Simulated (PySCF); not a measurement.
# Si₂H₅O−: NMR shifts and electronic excitations in gas and solvents

Aim: compute the NMR shifts and electronic excitations of Si₂H₅O− (`[SiH2-]O[SiH3]`), and see what a dielectric continuum does where one was used.

Computed with PySCF 2.14.0, with density-fitted response routines of our own, on a single molecule, in the gas phase or a continuum. Atoms are numbered from 0 throughout.

## Step 1: The molecule as given

8 atoms, charge -1, multiplicity 1; geometry from: GFN2-xTB.

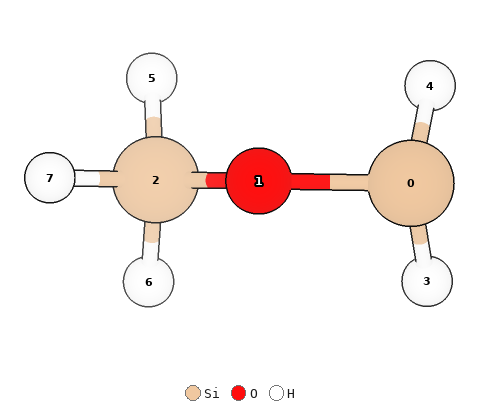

As it starts; silicon light orange, oxygen red, hydrogen white, atoms numbered.

## Step 2: Geometry optimisation at PBE0-D3(BJ)/def2-SVP

What the job is given:

```
{"job": {"xc": "PBE0", "basis": "def2-SVP", "d3": "d3bj", "grid": 1, "kind": "geom"}, "charge": -1, "multiplicity": 1}
Si     1.780524    -0.584161     0.732212
O      0.040993    -0.290083     0.842443
Si    -1.122129     0.237458    -0.052360
H      1.796853    -1.360227    -0.559068
H      2.199932     0.751626     0.175651
H     -0.961571     1.634007    -0.520655
H     -1.381395    -0.565940    -1.270050
H     -2.344151     0.186732     0.782744
```

The log of the run:

```text
step   0  E = -656.68775933  max force = 0.029734
step   1  E = -656.69475571  max force = 0.009859
step   2  E = -656.69542810  max force = 0.004188
step   3  E = -656.69572755  max force = 0.003588
step   4  E = -656.69592247  max force = 0.003235
step   5  E = -656.69618710  max force = 0.004841
step   6  E = -656.69625523  max force = 0.002574
step   7  E = -656.69627944  max force = 0.000520
step   8  E = -656.69627956  max force = 0.000162
optimisation converged
```

It took 21 s on 1 thread, shared host.

Relaxation path:

```csv
step,energy from step 0 (eV),largest force component (eV/Å)
0,0.0000,1.5290
1,-0.1904,0.5070
2,-0.2087,0.2154
3,-0.2168,0.1845
4,-0.2221,0.1664
5,-0.2293,0.2489
6,-0.2312,0.1324
7,-0.2318,0.0267
8,-0.2318,0.0083
```

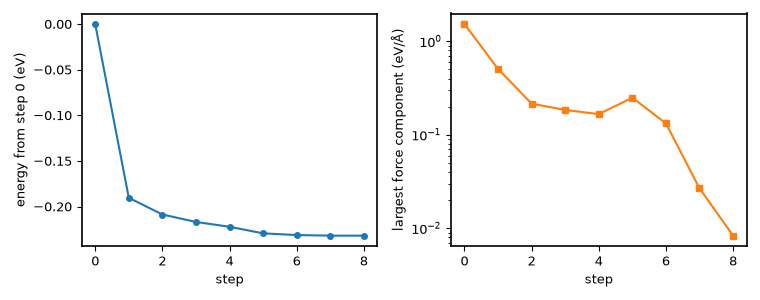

Energy and largest force along the relaxation.

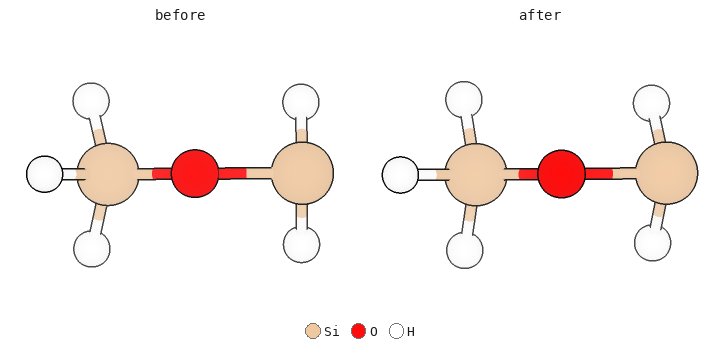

Before and after, at one scale.

Distances of close pairs at the start and the end, largest changes first:

```csv
bond,before (Å),after (Å),change (Å)
O1–Si2,1.559,1.622,+0.062
Si0–H3,1.507,1.569,+0.062
Si0–H4,1.507,1.569,+0.062
Si0–O1,1.768,1.809,+0.041
Si2–H7,1.481,1.514,+0.033
Si2–H5,1.482,1.509,+0.027
Si2–H6,1.482,1.509,+0.027
```

The end geometry stands in the next job.

```csv
at the end point,value
point group (found at 0.08 Å tolerance),Cs
"rotational constants (GHz, main isotopes)","26.936, 3.323, 3.159"
```

## Step 3: Nuclear shieldings: PBE0/pcSseg-1 in chloroform

What the job is given:

```
{"job": {"kind": "nmr", "xc": "PBE0", "basis": "pcSseg-1", "solvent": "chloroform", "pop": true}, "charge": -1, "multiplicity": 1}
Si     1.816868    -0.612511     0.669809
O      0.052649    -0.403379     1.009238
Si    -1.047946     0.167133    -0.036473
H      1.659773    -1.288565    -0.737159
H      2.045583     0.783741    -0.007981
H     -0.800859     1.578398    -0.509315
H     -1.225630    -0.661786    -1.284495
H     -2.417228     0.203162     0.607980
```

With the program's defaults for keys left out, this is: GIAO PBE0/pcSseg-1 NMR shielding, non-relativistic, IEF-PCM chloroform.

The log of the run:

```text
coarse grid: 7440 points
cycle   1  E = -656.8295206951  dE = -1.698e-01  |g| = 7.858e-01  |ddm| = 2.461e+00
cycle   2  E = -656.4921634400  dE =  3.374e-01  |g| = 1.510e+00  |ddm| = 2.312e+00
cycle   3  E = -656.9501225205  dE = -4.580e-01  |g| = 6.549e-02  |ddm| = 1.703e+00
cycle   4  E = -656.9511108698  dE = -9.883e-04  |g| = 1.751e-02  |ddm| = 1.096e-01
cycle   5  E = -656.9512043295  dE = -9.346e-05  |g| = 4.436e-03  |ddm| = 3.700e-02
cycle   6  E = -656.9512084196  dE = -4.090e-06  |g| = 4.445e-04  |ddm| = 7.334e-03
final grid: 61920 points
cycle   7  E = -656.9778978553  dE = -1.383e-06  |g| = 7.222e-03  |ddm| = 1.023e-02
cycle   8  E = -656.9778808193  dE =  1.704e-05  |g| = 1.211e-02  |ddm| = 1.312e-02
cycle   9  E = -656.9779062519  dE = -2.543e-05  |g| = 4.940e-04  |ddm| = 8.641e-03
cycle  10  E = -656.9779062989  dE = -4.696e-08  |g| = 6.038e-05  |ddm| = 5.811e-04
cycle  11  E = -656.9779062999  dE = -9.686e-10  |g| = 9.935e-06  |ddm| = 1.343e-04
converged SCF energy = -656.9779062999

GIAO shielding tensors (ppm)
atom      isotropic    diamagn.    paramagn.     s11        s22        s33       span
  0 Si     347.416     875.977    -528.561    120.151    376.730    545.368    425.217
  1 O      361.809     396.511     -34.702    281.585    323.157    480.684    199.098
  2 Si     398.958     878.418    -479.460    332.522    350.054    514.297    181.775
  3 H       25.597      30.142      -4.545     20.923     25.419     30.450      9.527
  4 H       25.599      30.166      -4.567     20.929     25.421     30.447      9.518
  5 H       26.780      29.579      -2.799     24.082     25.195     31.064      6.982
  6 H       26.782      29.558      -2.776     24.074     25.194     31.077      7.003
  7 H       26.315      28.943      -2.627     22.961     24.270     31.715      8.754
```

Run time: 6.6 s. Hardware: 1 thread, shared host.

The references, computed at this level on geometries of the same kind, shield at (ppm): 1H TMS 31.25, 29Si TMS 351.9, 17O H2O 341.0. Their shielding less the atom's gives the shift. The references are single molecules in the same continuum, so shifts against H2O, NH3, PH3, H3PO4 or CFCl3 are not on the usual liquid scales and can be off by tens of ppm. Atoms listed in one row are averaged.

```csv
atoms,environment,σ (ppm),δ (ppm)
"H3, H4",hydrogen on a silicon bonded to O,25.60,5.65
"H5, H6, H7",hydrogen on a silicon bonded to O,26.63,4.62
Si0,"silicon bonded to O, 2 H",347.4,4.4
Si2,"silicon bonded to O, 3 H",399.0,-47.1
O1,oxygen bonded to 2 Si,361.8,-20.8
```

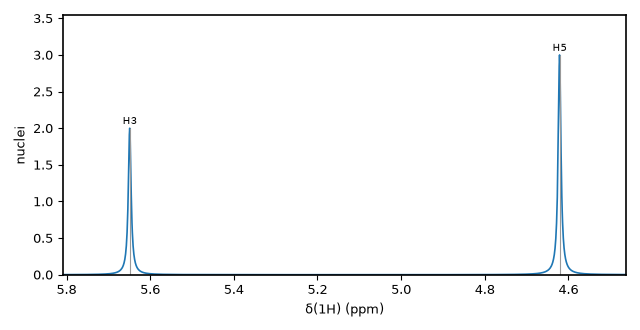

1H lines at the computed shifts, without couplings. Lines are broadened to a width of 0.01 ppm (Lorentzian).

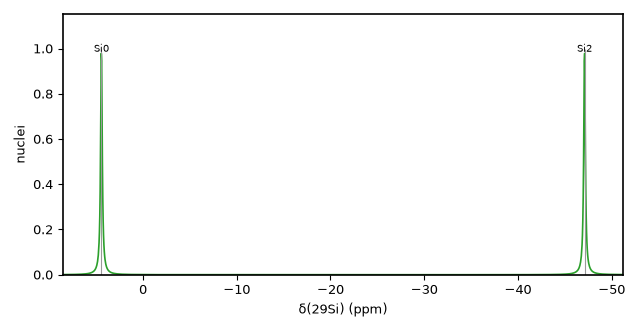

29Si lines at the computed shifts, without couplings. Lines are broadened to a width of 0.21 ppm (Lorentzian).

The run also stored atomic charges by several schemes (e):

```csv
atoms,Mulliken,IAO,Hirshfeld,ESP fit
Si0,0.10,-0.03,-0.22,-0.73
O1,-0.81,-0.87,-0.37,-0.33
Si2,0.72,0.84,0.30,0.73
```

IAO charges:

```csv
atom,value (e)
Si0,-0.03
O1,-0.87
Si2,0.84
H3,-0.21
H4,-0.21
H5,-0.18
H6,-0.18
H7,-0.17
```

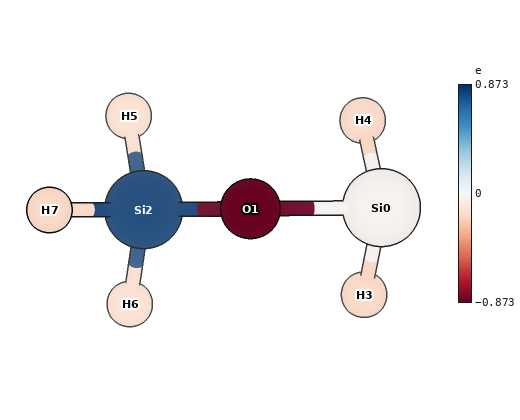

IAO charges, as colours on the atoms.

Mayer bond orders: Si0–O1 0.61, O1–Si2 1.11.

## Step 4: Shielding tensors: PBE0/pcSseg-1 in dichloromethane

Settings changed since step 3:

```diff
@@ -1,2 +1,2 @@
-{"job": {"kind": "nmr", "xc": "PBE0", "basis": "pcSseg-1", "solvent": "chloroform", "pop": true}, "charge": -1, "multiplicity": 1}
+{"job": {"kind": "nmr", "xc": "PBE0", "basis": "pcSseg-1", "solvent": "dichloromethane", "pop": false}, "charge": -1, "multiplicity": 1}
 Si     1.816868    -0.612511     0.669809
```

Level: GIAO PBE0/pcSseg-1 NMR shielding, non-relativistic, IEF-PCM dichloromethane.

The log of the run:

```text
coarse grid: 7440 points
cycle   1  E = -656.8394353618  dE = -1.796e-01  |g| = 7.841e-01  |ddm| = 2.460e+00
cycle   2  E = -656.5166801494  dE =  3.228e-01  |g| = 1.489e+00  |ddm| = 2.245e+00
cycle   3  E = -656.9590186827  dE = -4.423e-01  |g| = 6.489e-02  |ddm| = 1.638e+00
cycle   4  E = -656.9599786485  dE = -9.600e-04  |g| = 1.767e-02  |ddm| = 1.120e-01
cycle   5  E = -656.9600729671  dE = -9.432e-05  |g| = 4.397e-03  |ddm| = 3.725e-02
cycle   6  E = -656.9600769207  dE = -3.954e-06  |g| = 4.089e-04  |ddm| = 7.190e-03
final grid: 61920 points
cycle   7  E = -656.9867653249  dE = -1.365e-06  |g| = 7.227e-03  |ddm| = 1.040e-02
cycle   8  E = -656.9867484481  dE =  1.688e-05  |g| = 1.209e-02  |ddm| = 1.304e-02
cycle   9  E = -656.9867737486  dE = -2.530e-05  |g| = 4.641e-04  |ddm| = 8.523e-03
cycle  10  E = -656.9867737888  dE = -4.022e-08  |g| = 5.792e-05  |ddm| = 5.220e-04
cycle  11  E = -656.9867737897  dE = -8.881e-10  |g| = 1.009e-05  |ddm| = 1.344e-04
converged SCF energy = -656.9867737897

GIAO shielding tensors (ppm)
atom      isotropic    diamagn.    paramagn.     s11        s22        s33       span
  0 Si     348.347     876.035    -527.688    123.442    376.540    545.060    421.618
  1 O      362.131     396.708     -34.578    282.580    323.318    480.495    197.915
  2 Si     397.620     878.447    -480.827    331.931    348.036    512.891    180.960
  3 H       25.649      30.195      -4.546     21.027     25.449     30.471      9.444
  4 H       25.649      30.215      -4.566     21.032     25.450     30.464      9.432
  5 H       26.761      29.559      -2.798     24.056     25.170     31.058      7.002
  6 H       26.763      29.538      -2.775     24.049     25.169     31.071      7.022
  7 H       26.300      28.892      -2.592     22.955     24.255     31.689      8.734
```

Run time: 5 s. Hardware: 1 thread, shared host.

This run: δ Si0 3.5, Si2 -45.8, O1 -20.1, H3 5.59, H5 4.64 ppm (means over like atoms).

## Step 5: Ultraviolet spectrum: CAM-B3LYP/def2-SVPD

Settings changed since step 4:

```diff
@@ -1,2 +1,2 @@
-{"job": {"kind": "nmr", "xc": "PBE0", "basis": "pcSseg-1", "solvent": "dichloromethane", "pop": false}, "charge": -1, "multiplicity": 1}
+{"job": {"kind": "uv", "xc": "CAM-B3LYP", "basis": "def2-SVPD", "dynamic": true, "nstates": 6, "ntriplets": 0}, "charge": -1, "multiplicity": 1}
 Si     1.816868    -0.612511     0.669809
```

With the program's defaults for keys left out, this is: TDDFT CAM-B3LYP/def2-SVPD, vertical, gas phase, core orbitals frozen in the response.

The log of the run:

```text
coarse grid: 7440 points
cycle   1  E = -656.8050978742  dE = -1.734e-01  |g| = 7.738e-01  |ddm| = 2.872e+00
cycle   2  E = -656.5811230293  dE =  2.240e-01  |g| = 1.331e+00  |ddm| = 3.007e+00
cycle   3  E = -656.9343728403  dE = -3.532e-01  |g| = 3.814e-02  |ddm| = 1.563e+00
cycle   4  E = -656.9348856688  dE = -5.128e-04  |g| = 1.064e-02  |ddm| = 2.603e-01
cycle   5  E = -656.9349343445  dE = -4.868e-05  |g| = 2.655e-03  |ddm| = 9.139e-02
cycle   6  E = -656.9349387199  dE = -4.375e-06  |g| = 6.080e-04  |ddm| = 3.375e-02
final grid: 61920 points
cycle   7  E = -657.0260949538  dE = -3.967e-06  |g| = 7.658e-04  |ddm| = 2.235e-02
cycle   8  E = -657.0260950028  dE = -4.898e-08  |g| = 8.592e-04  |ddm| = 5.521e-03
cycle   9  E = -657.0260951342  dE = -1.314e-07  |g| = 1.641e-04  |ddm| = 1.200e-03
cycle  10  E = -657.0260951441  dE = -9.947e-09  |g| = 4.235e-05  |ddm| = 1.239e-03
cycle  11  E = -657.0260951457  dE = -1.563e-09  |g| = 9.833e-06  |ddm| = 7.751e-04
cycle  12  E = -657.0260951459  dE = -1.476e-10  |g| = 3.065e-06  |ddm| = 2.792e-04
converged SCF energy = -657.0260951459

Static polarisability (au): isotropic 84.075, principal 76.678 77.202 98.344

Singlet excitations
state   eV       nm        f      main configurations
  1   3.7769    328.3   0.03011   H->L+1 0.80
  2   4.1391    299.5   0.13121   H->L 0.52, H->L+2 0.37, H->L+1 0.10
  3   4.5295    273.7   0.02139   H->L+2 0.55, H->L 0.43
  4   5.3517    231.7   0.11667   H->L+3 0.62, H->L+6 0.34
  5   5.4490    227.5   0.10741   H->L+4 0.90
  6   5.6516    219.4   0.03677   H->L+5 0.79
```

Wall time 8.4 s (1 thread, shared host).

The orbitals next to the gap, with their largest atomic shares:

```csv
orbital,eV,atoms
HOMO−3,-5.73,"O1 35 %, Si2 22 %, H6 14 %"
HOMO−2,-5.61,"O1 48 %, Si2 16 %, H7 13 %"
HOMO−1,-4.08,"Si0 31 %, H3 22 %, H4 22 %"
HOMO,-1.47,"Si0 64 %, O1 13 %, H4 11 %"
LUMO,4.70,"Si2 56 %, H7 14 %, H6 11 %"
LUMO+1,5.17,"Si2 35 %, O1 17 %, Si0 17 %"
LUMO+2,5.79,"Si0 69 %, H3 10 %, H4 10 %"
```

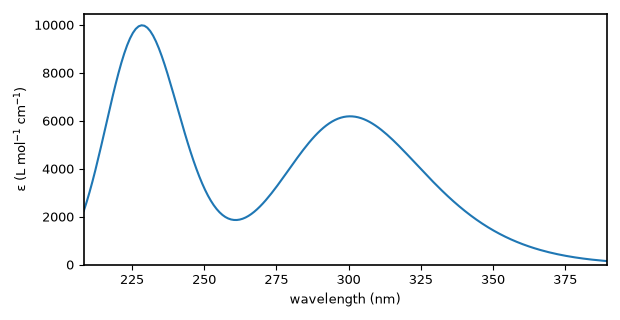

Absorption spectrum: each of the 6 states is a Gaussian band of 0.4 eV half-width at 1/e. Beyond the last state computed it falls off for lack of states.

Further results of this job:

```csv
property,computed
polarisability (Å³),12.46
HOMO–LUMO gap (eV),6.18
−ε(HOMO) (eV),1.47
C6 with itself (au),1903
```

## Step 6: Excited states and response: CAM-B3LYP/def2-SVPD in chloroform

Settings changed since step 5:

```diff
@@ -1,2 +1,2 @@
-{"job": {"kind": "uv", "xc": "CAM-B3LYP", "basis": "def2-SVPD", "dynamic": true, "nstates": 6, "ntriplets": 0}, "charge": -1, "multiplicity": 1}
+{"job": {"kind": "uv", "xc": "CAM-B3LYP", "basis": "def2-SVPD", "solvent": "chloroform", "nstates": 6, "ntriplets": 0}, "charge": -1, "multiplicity": 1}
 Si     1.816868    -0.612511     0.669809
```

Level: TDDFT CAM-B3LYP/def2-SVPD, vertical, IEF-PCM chloroform (non-equilibrium linear response), core orbitals frozen in the response.

The log of the run:

```text
coarse grid: 7440 points
cycle   1  E = -656.8781541452  dE = -2.463e-01  |g| = 7.624e-01  |ddm| = 2.878e+00
cycle   2  E = -656.6954443217  dE =  1.827e-01  |g| = 1.248e+00  |ddm| = 2.709e+00
cycle   3  E = -657.0000187560  dE = -3.046e-01  |g| = 3.703e-02  |ddm| = 1.474e+00
cycle   4  E = -657.0005072209  dE = -4.885e-04  |g| = 1.128e-02  |ddm| = 1.906e-01
cycle   5  E = -657.0005626964  dE = -5.548e-05  |g| = 2.706e-03  |ddm| = 6.121e-02
cycle   6  E = -657.0005687444  dE = -6.048e-06  |g| = 6.463e-04  |ddm| = 2.828e-02
final grid: 61920 points
cycle   7  E = -657.0917161815  dE = -4.251e-06  |g| = 8.178e-04  |ddm| = 2.046e-02
cycle   8  E = -657.0917162636  dE = -8.211e-08  |g| = 9.779e-04  |ddm| = 5.043e-03
cycle   9  E = -657.0917164418  dE = -1.782e-07  |g| = 1.484e-04  |ddm| = 1.337e-03
cycle  10  E = -657.0917164571  dE = -1.532e-08  |g| = 4.087e-05  |ddm| = 1.322e-03
cycle  11  E = -657.0917164599  dE = -2.783e-09  |g| = 7.250e-06  |ddm| = 8.540e-04
cycle  12  E = -657.0917164600  dE = -9.049e-11  |g| = 2.069e-06  |ddm| = 1.752e-04
converged SCF energy = -657.0917164600

Static polarisability (au): isotropic 103.585, principal 97.376 98.591 114.789

Singlet excitations
state   eV       nm        f      main configurations
  1   4.0278    307.8   0.04850   H->L 0.88
  2   4.6470    266.8   0.22524   H->L+2 0.56, H->L+1 0.40
  3   5.4193    228.8   0.23893   H->L+3 0.80, H->L+5 0.17
  4   5.5161    224.8   0.00625   H->L+1 0.53, H->L+2 0.37
  5   5.9471    208.5   0.14662   H->L+4 0.88
  6   6.1743    200.8   0.04312   H->L+6 0.83
```

It took 8.1 s on 1 thread, shared host.

In short: HOMO -5.15 eV, LUMO 1.99 eV; lowest singlet 4.03 eV.

## Step 7: Excited states and response: CAM-B3LYP/def2-SVPD in dichloromethane

Settings changed since step 6:

```diff
@@ -1,2 +1,2 @@
-{"job": {"kind": "uv", "xc": "CAM-B3LYP", "basis": "def2-SVPD", "solvent": "chloroform", "nstates": 6, "ntriplets": 0}, "charge": -1, "multiplicity": 1}
+{"job": {"kind": "uv", "xc": "CAM-B3LYP", "basis": "def2-SVPD", "solvent": "dichloromethane", "nstates": 6, "ntriplets": 0}, "charge": -1, "multiplicity": 1}
 Si     1.816868    -0.612511     0.669809
```

With the program's defaults for keys left out, this is: TDDFT CAM-B3LYP/def2-SVPD, vertical, IEF-PCM dichloromethane (non-equilibrium linear response), core orbitals frozen in the response.

The log of the run:

```text
coarse grid: 7440 points
cycle   1  E = -656.8879502691  dE = -2.560e-01  |g| = 7.607e-01  |ddm| = 2.880e+00
cycle   2  E = -656.7108432656  dE =  1.771e-01  |g| = 1.237e+00  |ddm| = 2.705e+00
cycle   3  E = -657.0087819800  dE = -2.979e-01  |g| = 3.711e-02  |ddm| = 1.481e+00
cycle   4  E = -657.0092805771  dE = -4.986e-04  |g| = 1.144e-02  |ddm| = 1.857e-01
cycle   5  E = -657.0093392377  dE = -5.866e-05  |g| = 2.779e-03  |ddm| = 5.952e-02
cycle   6  E = -657.0093462261  dE = -6.988e-06  |g| = 7.064e-04  |ddm| = 2.909e-02
final grid: 61920 points
cycle   7  E = -657.1004924491  dE = -4.437e-06  |g| = 8.395e-04  |ddm| = 2.048e-02
cycle   8  E = -657.1004925728  dE = -1.236e-07  |g| = 9.943e-04  |ddm| = 5.206e-03
cycle   9  E = -657.1004927608  dE = -1.881e-07  |g| = 1.612e-04  |ddm| = 1.435e-03
cycle  10  E = -657.1004927823  dE = -2.143e-08  |g| = 4.689e-05  |ddm| = 1.511e-03
cycle  11  E = -657.1004927862  dE = -3.960e-09  |g| = 7.804e-06  |ddm| = 9.687e-04
cycle  12  E = -657.1004927863  dE = -1.020e-10  |g| = 2.043e-06  |ddm| = 1.756e-04
converged SCF energy = -657.1004927863

Static polarisability (au): isotropic 108.945, principal 102.581 104.843 119.412

Singlet excitations
state   eV       nm        f      main configurations
  1   4.0779    304.0   0.04950   H->L 0.89
  2   4.7215    262.6   0.22967   H->L+2 0.48, H->L+1 0.47
  3   5.4493    227.5   0.23813   H->L+3 0.88, H->L+5 0.10
  4   5.6798    218.3   0.01045   H->L+1 0.43, H->L+2 0.43
  5   6.0440    205.1   0.14321   H->L+4 0.83
  6   6.2735    197.6   0.04330   H->L+6 0.82
```

Wall time 7.8 s (1 thread, shared host).

This run: HOMO -5.64 eV, LUMO 1.58 eV; lowest singlet 4.08 eV.

## Step 8: Side by side: NMR shifts

Shifts (ppm), means over like atoms, with basis size and wall time:

```csv
run,H3,H5,Si0,Si2,O1,functions,time
PBE0/pcSseg-1 in chloroform,5.65,4.62,4.4,-47.1,-20.8,90,6.6 s
PBE0/pcSseg-1 in dichloromethane,5.59,4.64,3.5,-45.8,-20.1,90,5 s
```

The continuum's effect on the ground state:

```csv
solvent,ε,polarisation energy (Eh)
chloroform,4.71,-0.0674
dichloromethane,8.93,-0.0766
```

## Step 9: Run by run: electronic excitations

Excitations and ground-state properties, with basis size and wall time:

```csv
run,lowest singlet (eV),brightest (eV),f,gap (eV),α (Å³),functions,time
CAM-B3LYP/def2-SVPD,3.78,4.14,0.131,6.18,12.46,111,8.4 s
CAM-B3LYP/def2-SVPD in chloroform,4.03,5.42,0.239,7.14,15.35,111,8.1 s
CAM-B3LYP/def2-SVPD in dichloromethane,4.08,5.45,0.238,7.22,16.14,111,7.8 s
```

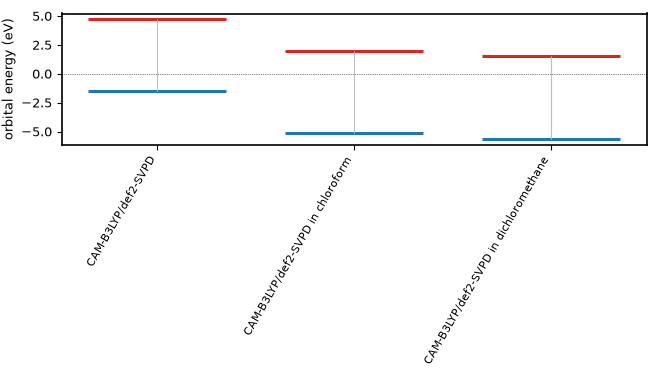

HOMO (blue) and LUMO (red) run by run.

The continuum's effect on the ground state:

```csv
solvent,ε,polarisation energy (Eh)
chloroform,4.71,-0.0667
dichloromethane,8.93,-0.0759
```

## Step 10: Summary of results

```
                                                                          quantity                        value
                                                                       point group                           Cs
                                              rotational constants (main isotopes)        26.94, 3.32, 3.16 GHz
1H shifts against TMS (PBE0/pcSseg-1, chloroform, means over atoms taken as alike)               5.65, 4.62 ppm
                               29Si shifts against TMS (PBE0/pcSseg-1, chloroform)               4.4, -47.1 ppm
                                17O shifts against H2O (PBE0/pcSseg-1, chloroform)                    -20.8 ppm
                                              lowest singlet (CAM-B3LYP/def2-SVPD)  3.78 eV (328 nm), f = 0.030
                                          brightest single state of those computed  state 2, 4.14 eV, f = 0.131
                                                         range of the shift of Si2           -47.1 to -45.8 ppm
                                                       range of the lowest singlet              3.78 to 4.08 eV
```

**Reading.** Relaxing lowered the energy by 0.232 eV in 8 steps; the close pair that moved most is O1–Si2, from 1.559 to 1.622 Å. At PBE0/pcSseg-1: Shielding is most anisotropic at Si0 (span 425 ppm, paramagnetic term -529 ppm). The first singlet state (HOMO→LUMO+1 0.80) lies at 3.78 eV and is weak; of the 6 states computed, the strongest absorption comes from state 2 at 4.14 eV. The lowest singlet lies above −ε(HOMO); no detachment energy was computed, so the anion's states may not be bound. Across the 2 runs the shift of Si2 moves most, between -47.1 (PBE0/pcSseg-1 in chloroform) and -45.8 ppm (PBE0/pcSseg-1 in dichloromethane). The continuum holds electrostatics alone: no hydrogen bonds to the solvent, and the gas-phase geometry is kept. The lowest singlet runs from 3.78 eV (CAM-B3LYP/def2-SVPD) to 4.08 eV (CAM-B3LYP/def2-SVPD in dichloromethane), while the orbital gap spans 6.18 to 7.22 eV. The lowest state need not be the same one in every run.
